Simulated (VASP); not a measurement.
## Na2YAuI6: the relaxed cell at several levels

Aim: relax Na2YAuI6 with several functionals and dispersion schemes, and compare the cells. The levels: PBE, LDA, PBEsol, r2SCAN, PBE + D3(BJ), optPBE-vdW, BLYP + D3(BJ), TPSS + D4 and TPSS + D3(BJ). The cell is invented: it takes the structure of a Materials Project entry for K2InAuI6 (space group 225 there), with some of its atoms replaced by other elements, volume scaled by an estimate. It may not be a known or stable phase.

Program: VASP 6.6.1. Level of theory: PBE; plane waves and PAW (Au, I, Y_sv, Na_pv), in the first sound run; inputs show where later runs differ. Results are calculated unless marked as measured.

## (1) Set-up

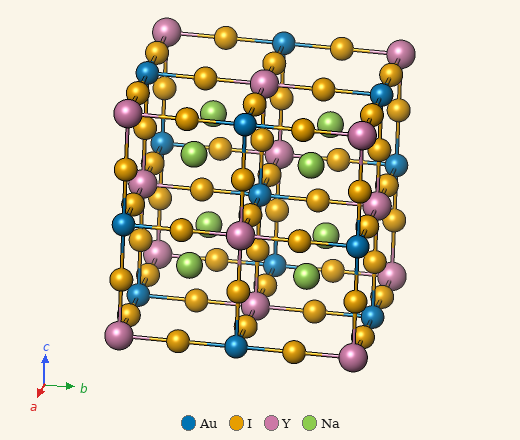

The starting structure, seen slightly off an axis (gold blue, iodine orange, yttrium pink, sodium green). This picture shows the conventional cell, with its axes. Some periodic images of atoms are drawn too.

## (2) Relaxation with PBE

Properties are meant for the cell that this level of theory prefers, so cell and atoms are relaxed first (ISIF = 3) until forces and stress are small; EDIFFG sets the threshold. PBE, the usual starting point, adds the gradient of the density.

The input, INCAR:

```
SYSTEM = Na2YAuI6
PREC = Accurate
ENCUT = 520
EDIFF = 1E-06
NELM = 100
ISMEAR = -1
SIGMA = 0.05
LREAL = .FALSE.
ALGO = Normal
GGA = PE
LORBIT = 11
LWAVE = .FALSE.
LCHARG = .FALSE.
KPAR = 4
IBRION = 2
NSW = 60
ISIF = 3
EDIFFG = -0.01
```

The input, POSCAR:

```
Na2YAuI6
1.0
    0.0000000000      5.7606010000      5.7606010000
    5.7606010000      0.0000000000      5.7606010000
    5.7606010000      5.7606010000      0.0000000000
Au I Y Na
1 6 1 2
Direct
    0.5000000000      0.5000000000      0.5000000000
    0.7478780000      0.2521220000      0.2521220000
    0.2521220000      0.2521220000      0.7478780000
    0.2521220000      0.7478780000      0.7478780000
    0.2521220000      0.7478780000      0.2521220000
    0.7478780000      0.2521220000      0.7478780000
    0.7478780000      0.7478780000      0.2521220000
    0.0000000000      0.0000000000      0.0000000000
    0.7500000000      0.7500000000      0.7500000000
    0.2500000000      0.2500000000      0.2500000000
```

The input, KPOINTS:

```
Automatic mesh
0
Gamma
4 4 4
0 0 0
```

Potentials, in the order of the species: Au, I, Y_sv and Na_pv (PBE family, release 64).

The run is started by

```console
$ mpirun -np 4 vasp_std
```

Output:

```text
[banner, memory and clock lines left out]
running    4 mpi-ranks, on    1 nodes
 distrk:  each k-point on    1 cores,    4 groups
 distr:  one band on    1 cores,    1 groups

 POSCAR found type information on POSCAR AuI Y Na
 POSCAR found :  4 types and      10 ions
 LDA part: xc-table for (Slater+PW92), standard interpolation
 POSCAR, INCAR and KPOINTS ok, starting setup
 FFT: planning ... GRIDC
 FFT: planning ... GRID_SOFT
 FFT: planning ... GRID
 WAVECAR not read
 entering main loop
       N       E                     dE             d eps       ncg     rms          rms(c)
DAV:   1     0.601668352162E+03    0.60167E+03   -0.33217E+04   744   0.148E+03
DAV:   2     0.325711900639E+02   -0.56910E+03   -0.55122E+03   896   0.314E+02
DAV:   3    -0.274541094027E+02   -0.60025E+02   -0.59010E+02   928   0.106E+02
DAV:   4    -0.306422177469E+02   -0.31881E+01   -0.31752E+01  1174   0.225E+01
DAV:   5    -0.307357933795E+02   -0.93576E-01   -0.93443E-01  1088   0.354E+00    0.335E+01
DAV:   6    -0.296425281954E+02    0.10933E+01   -0.22497E+00   814   0.857E+00    0.224E+01
DAV:   7    -0.295081075361E+02    0.13442E+00   -0.26151E+00   942   0.548E+00    0.389E+00
DAV:   8    -0.294396065352E+02    0.68501E-01   -0.29203E-01   920   0.231E+00    0.182E+00
DAV:   9    -0.294335711496E+02    0.60354E-02   -0.73789E-02   948   0.102E+00    0.669E-01
DAV:  10    -0.294334796193E+02    0.91530E-04   -0.43206E-03   982   0.322E-01    0.217E-01
DAV:  11    -0.294333148583E+02    0.16476E-03   -0.14007E-03   932   0.199E-01    0.504E-02
DAV:  12    -0.294333362663E+02   -0.21408E-04   -0.52354E-04   968   0.109E-01    0.715E-02
DAV:  13    -0.294333328412E+02    0.34251E-05   -0.11164E-04   906   0.517E-02    0.258E-02
DAV:  14    -0.294333326510E+02    0.19021E-06   -0.62216E-06   876   0.126E-02
   1 F= -.29433333E+02 E0= -.29433332E+02  d E =-.294333E+02
 curvature:   0.00 expect dE= 0.000E+00 dE for cont linesearch  0.000E+00
 trial: gam= 0.00000 g(F)=  0.235E-02 g(S)=  0.990E+00 ort = 0.000E+00 (trialstep = 0.100E+01)
 search vector abs. value=  0.992E+00
 bond charge predicted
       N       E                     dE             d eps       ncg     rms          rms(c)
DAV:   1    -0.356521033162E+02   -0.62188E+01   -0.14187E+02   784   0.750E+01    0.182E+01
DAV:   2    -0.313041960277E+02    0.43479E+01   -0.12709E+01  1008   0.188E+01    0.821E+00
DAV:   3    -0.301423960979E+02    0.11618E+01   -0.20068E+00   974   0.710E+00    0.586E+00
DAV:   4    -0.298999484063E+02    0.24245E+00   -0.99364E-01  1152   0.294E+00    0.342E+00
DAV:   5    -0.298939732153E+02    0.59752E-02   -0.17676E-01  1108   0.181E+00    0.179E+00
DAV:   6    -0.298985375893E+02   -0.45644E-02   -0.27485E-02  1140   0.687E-01    0.537E-01
DAV:   7    -0.298983016943E+02    0.23590E-03   -0.63292E-03  1128   0.276E-01    0.277E-01
DAV:   8    -0.298984603561E+02   -0.15866E-03   -0.97638E-04  1110   0.107E-01    0.104E-01
DAV:   9    -0.298984477430E+02    0.12613E-04   -0.22947E-04   872   0.804E-02    0.231E-02
DAV:  10    -0.298984517172E+02   -0.39742E-05   -0.26370E-05   844   0.306E-02    0.160E-02
DAV:  11    -0.298984573717E+02   -0.56545E-05   -0.12390E-05   864   0.141E-02    0.161E-02
DAV:  12    -0.298984565321E+02    0.83964E-06   -0.14897E-06   588   0.843E-03
   2 F= -.29898457E+02 E0= -.29898456E+02  d E =-.465124E+00
[...]
3 F= -.29898486E+02 E0= -.29898485E+02  d E =-.465154E+00
[...]
4 F= -.29903027E+02 E0= -.29903026E+02  d E =-.454074E-02
 trial-energy change:   -0.004541  1 .order   -0.004523   -0.005715   -0.003332
 step:   2.2765(harm=  2.4032)  dis= 0.01535  next Energy=   -29.905182 (dE=-0.670E-02)
 bond charge predicted
       N       E                     dE             d eps       ncg     rms          rms(c)
DAV:   1    -0.299050245021E+02   -0.19976E-02   -0.37054E-01   754   0.214E+00    0.448E-01
DAV:   2    -0.299058179257E+02   -0.79342E-03   -0.20247E-02   800   0.548E-01    0.381E-01
DAV:   3    -0.299055778277E+02    0.24010E-03   -0.74067E-04   948   0.122E-01    0.233E-01
DAV:   4    -0.299054200681E+02    0.15776E-03   -0.44633E-04  1006   0.811E-02    0.553E-02
DAV:   5    -0.299054213463E+02   -0.12782E-05   -0.10340E-04  1028   0.362E-02    0.372E-02
DAV:   6    -0.299054216884E+02   -0.34204E-06   -0.10783E-05  1116   0.117E-02    0.225E-02
DAV:   7    -0.299054207279E+02    0.96051E-06   -0.45096E-06   842   0.924E-03
   5 F= -.29905421E+02 E0= -.29905420E+02  d E =-.693455E-02
 curvature:  -1.20 expect dE=-0.552E-04 dE for cont linesearch -0.356E-04
 trial: gam=-0.05932 g(F)=  0.240E-04 g(S)=  0.220E-04 ort = 0.413E-03 (trialstep = 0.126E+01)
 search vector abs. value=  0.172E-04
 reached required accuracy - stopping structural energy minimisation
```

Wall time 5.8 min (4 MPI ranks of AMD EPYC 7R43, shared host); peak memory 3 GiB.

The logs omit lines about the potential files and the build; timing stands in the text.

Parts of OUTCAR (step 2):

```text
ion  position               nearest neighbor table
   1  0.500  0.500  0.500-   2 2.86   3 2.86   4 2.86   5 2.86   6 2.86   7 2.86
   2  0.748  0.252  0.252-   1 2.86   8 2.90
   3  0.252  0.252  0.748-   1 2.86   8 2.90
   4  0.252  0.748  0.748-   1 2.86   8 2.90
   5  0.252  0.748  0.252-   1 2.86   8 2.90
   6  0.748  0.252  0.748-   1 2.86   8 2.90
   7  0.748  0.748  0.252-   1 2.86   8 2.90
   8  0.000  0.000  0.000-   2 2.90   3 2.90   4 2.90   5 2.90   6 2.90   7 2.90
   9  0.750  0.750  0.750-
  10  0.250  0.250  0.250-

  LATTYP: Found a face centered cubic cell.
 ALAT       =    11.5212020000

 Subroutine GETGRP returns: Found 48 space group operations
 (whereof 48 operations were pure point group operations)

The static configuration has the point symmetry O_h .

 Found      8 irreducible k-points:

   k-points           NKPTS =      8   k-points in BZ     NKDIM =      8   number of bands    NBANDS=     46

   dimension x,y,z NGX =    64 NGY =   64 NGZ =   64
   dimension x,y,z NGXF=   128 NGYF=  128 NGZF=  128

   ENCUT  =  520.0 eV  38.22 Ry    6.18 a.u.  15.15 15.15 15.15*2*pi/ulx,y,z

   NELECT =      78.0000    total number of electrons

 k-points in reciprocal lattice and weights: Automatic mesh
   0.00000000  0.00000000  0.00000000       0.016
   0.25000000  0.00000000  0.00000000       0.125
   0.50000000  0.00000000  0.00000000       0.062
   0.25000000  0.25000000  0.00000000       0.094
   0.50000000  0.25000000  0.00000000       0.375
  -0.25000000  0.25000000  0.00000000       0.188
   0.50000000  0.50000000  0.00000000       0.047
  -0.25000000  0.50000000  0.25000000       0.094

 average (electrostatic) potential at core
       1 -70.3111       2 -93.5891       3 -93.5891       4 -93.5891       5 -93.5891
       6 -93.5891       7 -93.5891       8 -39.3553       9 -49.4583      10 -49.4583

 E-fermi :   2.1714

 k-point     1 :       0.0000    0.0000    0.0000
  band No.  band energies     occupation
    ...
     35       0.9039      2.00000
     36       0.9039      2.00000
     37       0.9868      2.00000
     38       0.9868      2.00000
     39       0.9868      2.00000
     40       2.6754      0.00008
     41       3.4087      0.00000
     42       3.7315      0.00000
     43       4.1586      0.00000
     44       4.1586      0.00000
    ...

 k-point     2 :       0.2500    0.0000    0.0000
  band No.  band energies     occupation
    ...
     35       0.7820      2.00000
     36       0.7820      2.00000
     37       0.8651      2.00000
     38       1.2866      2.00000
     39       1.2866      2.00000
     40       3.2647      0.00000
     41       3.8107      0.00000
     42       4.0062      0.00000
     43       4.2520      0.00000
     44       4.2520      0.00000
    ...

 k-point     3 :       0.5000    0.0000    0.0000
  band No.  band energies     occupation
    ...
     35       0.5155      2.00000
     36       0.5815      2.00000
     37       0.6125      2.00000
     38       1.5251      2.00000
     39       1.5251      2.00000
     40       3.8918      0.00000
     41       3.9773      0.00000
     42       4.3300      0.00000
     43       4.3300      0.00000
     44       4.5290      0.00000
    ...

  Total        0.0389491      0.0389491      0.0389491      0.0000000      0.0000000      0.0000000
  in kB        0.1446134      0.1446134      0.1446134      0.0000000      0.0000000      0.0000000
  external PRESSURE =       0.1446134 kB  Pullay stress =       0.0000000 kB

  energy-cutoff  :      520.00
  volume of cell :      431.52
      direct lattice vectors                 reciprocal lattice vectors
    -0.000000000  5.997772759  5.997772759    -0.083364279  0.083364279  0.083364279
     5.997772759  0.000000000  5.997772759     0.083364279 -0.083364279  0.083364279
     5.997772759  5.997772759  0.000000000     0.083364279  0.083364279 -0.083364279

 POSITION                                       TOTAL-FORCE (eV/Angst)
 -----------------------------------------------------------------------------------
      5.99777      5.99777      5.99777         0.000000      0.000000     -0.000000
      3.01355      5.99777      5.99777        -0.009115      0.000000     -0.000000
      5.99777      5.99777      3.01355         0.000000      0.000000     -0.009115
      8.98199      5.99777      5.99777         0.009115      0.000000     -0.000000
      5.99777      3.01355      5.99777         0.000000     -0.009115     -0.000000
      5.99777      8.98199      5.99777         0.000000      0.009115     -0.000000
      5.99777      5.99777      8.98199         0.000000      0.000000      0.009115
      0.00000      0.00000      0.00000         0.000000      0.000000     -0.000000
      8.99666      8.99666      8.99666        -0.000000     -0.000000     -0.000000
      2.99889      2.99889      2.99889         0.000000      0.000000     -0.000000
 -----------------------------------------------------------------------------------
    total drift:                                0.000000      0.000000     -0.000000

  FREE ENERGIE OF THE ION-ELECTRON SYSTEM (eV)
  ---------------------------------------------------
  free  energy   TOTEN  =       -29.9054207279 eV

  energy  without entropy=      -29.9054190592  energy(sigma->0) =      -29.90541989

 reached required accuracy - stopping structural energy minimisation

 total charge
# of ion       s       p       d       f       tot
--------------------------------------------------
    1        0.385   0.185   8.977   0.000   9.547
    2        1.505   2.801   0.014   0.000   4.319
    3        1.505   2.801   0.014   0.000   4.319
    4        1.505   2.801   0.014   0.000   4.319
    5        1.505   2.801   0.014   0.000   4.319
    6        1.505   2.801   0.014   0.000   4.319
    7        1.505   2.801   0.014   0.000   4.319
    8        2.181   6.306   0.852   0.048   9.388
    9        0.010   5.948   0.000   0.000   5.958
   10        0.010   5.948   0.000   0.000   5.958
--------------------------------------------------
tot         11.615  35.190   9.913   0.048  56.765

[... 3 further parts left out ...]
```

The gap is read on the k-mesh alone, so it is an upper bound where the band edges lie off the mesh. After so large a change of volume the plane waves of the start cell no longer fit, so the final stress carries a basis-set error. The run keeps the 48 symmetry operations of its start, so it cannot find a distortion of lower symmetry.

Step by step:

| step | energy less that of the first step (eV) | largest force (eV/Å) | pressure (GPa) | volume (Å³) |
| --- | --- | --- | --- | --- |
| 1 | 0.0000 | 0.0901 | 3.47 | 382.33 |
| 2 | -0.4651 | 0.1382 | 0.03 | 429.93 |
| 3 | -0.4652 | 0.1403 | 0.01 | 430.41 |
| 4 | -0.4697 | 0.0820 | 0.00 | 430.90 |
| 5 | -0.4721 | 0.0091 | 0.01 | 431.52 |

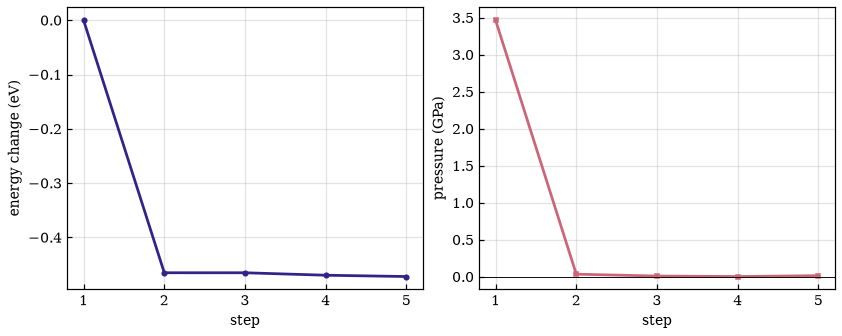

Energy and pressure along the relaxation.

| conventional cell, symmetrised | before | after | change |
| --- | --- | --- | --- |
| a (Å) | 11.521 | 11.996 | +4.1 % |
| b (Å) | 11.521 | 11.996 | +4.1 % |
| c (Å) | 11.521 | 11.996 | +4.1 % |
| volume (Å³/atom) | 38.23 | 43.15 | +12.9 % |

The atoms that moved most (Å, as changes of fractional coordinates times the final cell):

| atom | dx | dy | dz | length |
| --- | --- | --- | --- | --- |
| I2 | -0.011 | 0.000 | 0.000 | 0.011 |
| I3 | 0.000 | 0.000 | -0.011 | 0.011 |
| I5 | 0.000 | -0.011 | 0.000 | 0.011 |
| I4 | 0.011 | 0.000 | 0.000 | 0.011 |
| I7 | 0.000 | 0.000 | 0.011 | 0.011 |
| I6 | 0.000 | 0.011 | 0.000 | 0.011 |

The relaxed structure:

```
Au I Y Na
1.0
     0.00000    5.99777    5.99777
     5.99777    0.00000    5.99777
     5.99777    5.99777    0.00000
Au I Y Na
1 6 1 2
Direct
  0.50000 0.50000 0.50000
  0.74878 0.25122 0.25122
  0.25122 0.25122 0.74878
  0.25122 0.74878 0.74878
  0.25122 0.74878 0.25122
  0.74878 0.25122 0.74878
  0.74878 0.74878 0.25122
  0.00000 0.00000 0.00000
  0.75000 0.75000 0.75000
  0.25000 0.25000 0.25000
```

Numbers from this step:

| Item | Value |
| --- | --- |
| electrons | 78 |
| bands | 46 |
| irreducible k-points | 8 |
| symmetry operations | 48 |
| free energy (TOTEN) | -29.91 eV |
| Fermi energy | 2.171 eV |
| pressure | 0.01446 GPa |
| metallic | no |
| valence top at k | 0.5, 0, 0 |
| conduction bottom at k | 0, 0, 0 |
| least direct gap at k | 0, 0, 0 |
| SCF cycles over all ionic steps | 46 |
| gap on the k-mesh | 1.150 eV |
| least direct gap on the k-mesh | 1.689 eV |

It ends with a largest force of 0.009 eV/Å and a pressure of 0.01 GPa. The conventional cell has a = 11.996 Å.

(Continued in part 2 of 3.)

[Lines on the potential files, build, host, timing and source positions are cut from VASP's logs without a mark.]

[Logs are printed without paths, hosts, clocks, repeated set-up lines and the standing remarks that a program may print on its own settings, such as how far it seeks lower states.]

[Hosts, paths, dates, database ids (printed as entryN), source tags and the programs' standing remarks are cut or masked in the printed files.]

[A measured line is paired with the nearest computed mode of its activity, which favours agreement.]
